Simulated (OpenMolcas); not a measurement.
**Run report: BNH2Cl, energy and gradient calculation (part 2 of 2)**

Continued. System: BNH2Cl, multiplicity 2, SMILES N[B]Cl. Method: HF/STO-3G, UHF (OpenMolcas 26.06). The geometry comes from this level: PBE0-D4/def2-TZVP.

Geometry of the input (Å):
```
N  -0.3340  0.4121  -0.2567
B  -0.0984  -0.5446  0.7044
Cl 1.3432  -1.5262  0.7846
H  -1.1767  0.9599  -0.2731
H  0.3158  0.6251  -1.0006
```

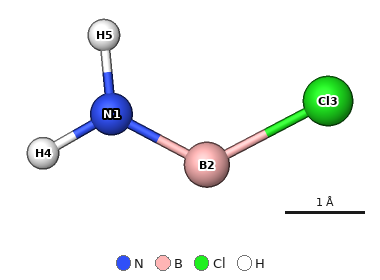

The structure (ball-and-stick view, seen on its broad side; atoms are numbered from 1 in the order of the input).

## What the program printed, continued
```
::    Total SCF energy                               -533.8665213788
      One-electron energy                            -892.1423804674
      Two-electron energy                             280.6577830086
      Nuclear repulsion energy                         77.6180760800
      Kinetic energy (interpolated)                   525.6273247404
      Virial theorem                                    1.0156749778
      Total spin, S(S+1)                                0.7587151661
      Total spin, S                                     0.5043481299
      Max non-diagonal density matrix element           0.0000001735
      Max non-diagonal Fock matrix element              0.0000000377

      No orbitals printed
      No orbitals printed

++    Molecular charges:
      ------------------

      Mulliken charges per centre
      ---------------------------

                            N1                      B2                      CL3                     H4                      H5
                     alpha        beta       alpha        beta       alpha        beta       alpha        beta       alpha        beta
      Total        3.6944      3.8008      2.8379      1.7963      8.6486      8.6325      0.4024      0.3920      0.4167      0.3784
      Total              7.4952                  4.6343                 17.2811                  0.7944                  0.7951

      Charge           -0.4952                  0.3657                 -0.2811                  0.2056                  0.2049

      Total electronic charge=   31.000000

      Total            charge=   -0.000000
--

++    Molecular orbitals:
      -------------------

      Title: Natural orbitals

      Molecular orbitals for symmetry species 1: a

          Orbital            1         2         3         4         5         6         7         8         9        10
          Energy         -103.6621  -15.3555  -10.3478   -7.7912   -7.7866   -7.7868   -7.4156   -0.9714   -0.5191   -0.3846
          Occ. No.          2.0000    2.0000    2.0000    2.0000    2.0000    2.0000    2.0000    2.0000    2.0000    2.0000

        1 N1     1s         0.0000    0.9957   -0.0000    0.0001    0.0001   -0.0000    0.0029    0.0013   -0.0211   -0.0000
        2 N1     1s        -0.0000    0.0251    0.0004   -0.0004   -0.0019   -0.0000   -0.0154   -0.0098    0.0872    0.0000
        3 N1     2px       -0.0000    0.0007    0.0004   -0.0005   -0.0008    0.0004    0.0009   -0.0476    0.3078    0.1073
        4 N1     2py        0.0000   -0.0013    0.0001   -0.0000    0.0009    0.0006    0.0065    0.0275   -0.1602    0.1694
        5 N1     2pz        0.0000    0.0011   -0.0004    0.0004   -0.0005    0.0005   -0.0084    0.0032   -0.0415    0.1422
        6 B2     1s        -0.0001    0.0009    0.0010   -0.0003    0.0001    0.0000    0.9953    0.0408   -0.0951    0.0000
        7 B2     1s         0.0005   -0.0075   -0.0098    0.0127    0.0029    0.0000    0.0244   -0.0426    0.2441   -0.0000
        8 B2     2px        0.0004    0.0007   -0.0071    0.0089    0.0023   -0.0017    0.0023   -0.0273    0.0900   -0.0331
        9 B2     2py       -0.0002   -0.0044    0.0045   -0.0062    0.0016   -0.0026   -0.0013    0.0263   -0.0748   -0.0521
       10 B2     2pz        0.0000    0.0047    0.0001    0.0007   -0.0037   -0.0022   -0.0002   -0.0108    0.0211   -0.0438
       11 CL3    1s         0.9945    0.0000   -0.3770   -0.0044   -0.0009   -0.0000   -0.0003   -0.0860   -0.0195    0.0000
       12 CL3    1s         0.0158   -0.0000    1.0534    0.0125    0.0025    0.0000    0.0007    0.2835    0.0604   -0.0000
       13 CL3    1s        -0.0019    0.0004    0.0467   -0.0082   -0.0014    0.0000   -0.0064   -0.9831   -0.2812    0.0000
       14 CL3    2px       -0.0001   -0.0001   -0.0077    0.8656   -0.2035    0.4324   -0.0022   -0.0116    0.1491    0.1166
       15 CL3    2px        0.0003    0.0001   -0.0065    0.0422   -0.0066    0.0175    0.0075    0.0337   -0.5260   -0.4310
       16 CL3    2py        0.0001    0.0001    0.0054   -0.4666   -0.5440    0.6818    0.0035   -0.0198    0.0188    0.1838
       17 CL3    2py       -0.0002   -0.0003    0.0044   -0.0235   -0.0244    0.0276   -0.0120    0.0799   -0.0884   -0.6796
       18 CL3    2pz       -0.0000   -0.0001   -0.0006   -0.0980    0.8009    0.5729   -0.0025    0.0323   -0.1349    0.1545
       19 CL3    2pz        0.0000    0.0003   -0.0004   -0.0039    0.0340    0.0232    0.0087   -0.1205    0.5021   -0.5712
       20 H4     1s        -0.0000   -0.0089    0.0004   -0.0003    0.0003   -0.0000   -0.0028    0.0402   -0.2462   -0.0000
       21 H5     1s         0.0000   -0.0082   -0.0005    0.0002    0.0002    0.0000    0.0030   -0.0233    0.1626    0.0000

          Orbital           11        12        13        14        15        16        17        18        19        20
          Energy           -0.9342   -0.7423   -0.6440   -0.4956   -0.4161   -0.0122    0.3263    0.6720    0.6899    0.7251
          Occ. No.          2.0000    1.9999    1.9998    1.9996    1.9964    1.0000    0.0036    0.0004    0.0002    0.0001

        1 N1     1s         0.1659    0.1226   -0.0302    0.0593    0.0000    0.0295   -0.0000    0.0463   -0.0541    0.1541
        2 N1     1s        -0.5896   -0.4228    0.1062   -0.2300    0.0000   -0.1424    0.0001   -0.3923    0.3563   -1.1119
        3 N1     2px        0.2565   -0.2421    0.2798   -0.0241    0.3758    0.0178   -0.2180    0.0971    0.6810   -0.2567
        4 N1     2py       -0.2092    0.2573    0.1841    0.2258    0.5930    0.0727   -0.3440    0.2354    0.1906    0.4456
        5 N1     2pz        0.0555   -0.1236   -0.4303   -0.2508    0.4981   -0.1000   -0.2889   -0.3536   -0.7408   -0.3368
        6 B2     1s         0.0236    0.0798    0.1109   -0.0066   -0.0000   -0.1752   -0.0000    0.0647   -0.0560   -0.1937
        7 B2     1s        -0.0361   -0.1841   -0.3062    0.0637    0.0000    0.6987   -0.0000   -0.2331    0.3362    1.0721
        8 B2     2px       -0.0107   -0.0168   -0.0378    0.2327    0.1403   -0.5031    0.4299   -0.8765    0.0053    0.2736
        9 B2     2py        0.0456   -0.1474   -0.0261   -0.2127    0.2213   -0.1369    0.6779    0.8321    0.0674    0.4523
       10 B2     2pz       -0.0462    0.1881    0.0596    0.0776    0.1860    0.5428    0.5695   -0.3288   -0.0843   -0.7449
       11 CL3    1s         0.0002    0.0002    0.0015    0.0018    0.0000   -0.0059   -0.0000    0.0239   -0.0038   -0.0126
       12 CL3    1s         0.0002   -0.0002   -0.0024   -0.0104   -0.0000    0.0181    0.0000   -0.0596    0.0104    0.0333
       13 CL3    1s         0.0159    0.0085    0.0588   -0.0554    0.0000   -0.0905    0.0000    0.5466   -0.0739   -0.2602
       14 CL3    2px       -0.0553    0.0535   -0.0788    0.0923   -0.0182   -0.0637    0.0315    0.1478   -0.0298   -0.0610
       15 CL3    2px        0.1957   -0.1973    0.2720   -0.3078    0.0624    0.2553   -0.1305   -0.6755    0.1240    0.2698
       16 CL3    2py       -0.0044    0.0680    0.0528   -0.1565   -0.0288    0.0055    0.0497   -0.0916    0.0208    0.0688
       17 CL3    2py        0.0195   -0.2432   -0.1805    0.5538    0.0985   -0.0179   -0.2059    0.4192   -0.0876   -0.3052
       18 CL3    2pz        0.0469   -0.1213   -0.0034    0.1167   -0.0242    0.0416    0.0417   -0.0025   -0.0023   -0.0359
       19 CL3    2pz       -0.1708    0.4383    0.0095   -0.4267    0.0826   -0.1714   -0.1730    0.0109    0.0107    0.1596
       20 H4     1s        -0.3751    0.1627   -0.1004    0.0919   -0.0000   -0.0806    0.0000   -0.0274    0.2791    0.1605
       21 H5     1s        -0.0495   -0.1019    0.4368    0.1024    0.0000    0.1580   -0.0001   -0.0493   -1.1799    0.2897

          Orbital           21
          Energy            0.6926
          Occ. No.          0.0000

        1 N1     1s        -0.1080
        2 N1     1s         0.7189
        3 N1     2px       -0.6657
        4 N1     2py        0.6188
        5 N1     2pz       -0.2344
        6 B2     1s        -0.0279
        7 B2     1s         0.2294
        8 B2     2px        0.0942
        9 B2     2py        0.0756
       10 B2     2pz       -0.1611
       11 CL3    1s        -0.0017
       12 CL3    1s         0.0035
       13 CL3    1s        -0.0505
       14 CL3    2px       -0.0074
       15 CL3    2px        0.0395
       16 CL3    2py        0.0056
       17 CL3    2py       -0.0326
       18 CL3    2pz       -0.0011
       19 CL3    2pz        0.0090
       20 H4     1s        -1.2096
       21 H5     1s        -0.2495
--

++    Molecular properties:
      ---------------------

      Charge (e):
                      =   -0.0000
      Dipole Moment (debye):
      Origin of the operator (angstrom)=    0.6507   -0.8387    0.4889
                   X= -1.9800E+00               Y=  2.2934E+00               Z= -1.2356E+00           Total=  3.2721E+00
      Quadrupole Moment (debye*angstrom):
      Origin of the operator (angstrom)=    0.6507   -0.8387    0.4889
                  XX= -2.1519E+01              XY= -8.3212E-01              XZ=  2.0608E-01              YY= -2.0938E+01
                  YZ= -1.3028E+00              ZZ= -2.1165E+01
      In traceless form (debye*angstrom)
                  XX= -4.6794E-01              XY= -1.2482E+00              XZ=  3.0912E-01              YY=  4.0350E-01
                  YZ= -1.9543E+00              ZZ=  6.4438E-02
--

--- Stop Module: scf /rc=_RC_ALL_IS_WELL_ ---

--- Start Module: alaska ---

                                              &ALASKA

                       available to each process: 1.9 GB of memory, 1 thread

                     Threshold for contributions to the gradient: 1.000E-07

                    ********************************************
                    * Symmetry Adapted Cartesian Displacements *
                    ********************************************

           Irreducible representation : a
           Basis function(s) of irrep: x, y, xy, Rz, z, xz, Ry, yz, Rx, I

 Basis Label        Type   Center Phase
   1   N1           x         1     1
   2   N1           y         1     1
   3   N1           z         1     1
   4   B2           x         2     1
   5   B2           y         2     1
   6   B2           z         2     1
   7   CL3          x         3     1
   8   CL3          y         3     1
   9   CL3          z         3     1
  10   H4           x         4     1
  11   H4           y         4     1
  12   H4           z         4     1
  13   H5           x         5     1
  14   H5           y         5     1
  15   H5           z         5     1

                     No automatic utilization of translational and rotational invariance of the energy is employed.

 Conventional ERI gradients!

 **************************************************
 *              Molecular gradients               *
 **************************************************

  Irreducible representation: a
 ------------------------------------------------------------------------------------------
                              X                       Y                       Z
 ------------------------------------------------------------------------------------------
  N1               -1.21381770366207E-02    1.89149571964373E-02   -1.33595290143580E-02
  B2                2.89872850381245E-02   -1.83513258168081E-02   -2.10434148790739E-05
  CL3              -2.37991459449240E-02    1.41269994036293E-02    1.13917193141910E-03
  H4                1.16907072267094E-02   -9.35871868887572E-03    2.30996799680627E-03
  H5               -4.74066928329231E-03   -5.33191209438044E-03    9.93143250102024E-03
 ------------------------------------------------------------------------------------------

--- Stop Module: alaska /rc=_RC_ALL_IS_WELL_ ---

.##################.
.# Happy landing! #.
.##################.

    Timing: Wall=1.60 User=1.25 System=0.34
```

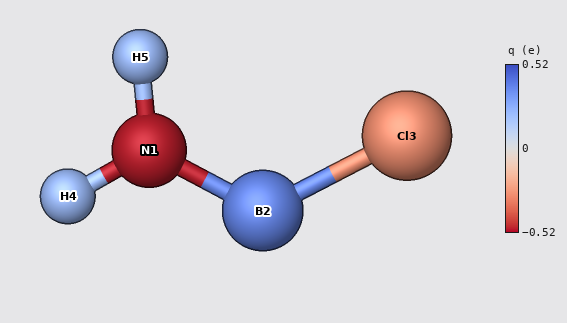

Mulliken charges, as the colour of each atom (ball-and-stick view, seen on its broad side; atoms are numbered from 1 in the order of the input). By element: N −0.50, B +0.37, Cl −0.28 and H +0.20 to +0.21 e.
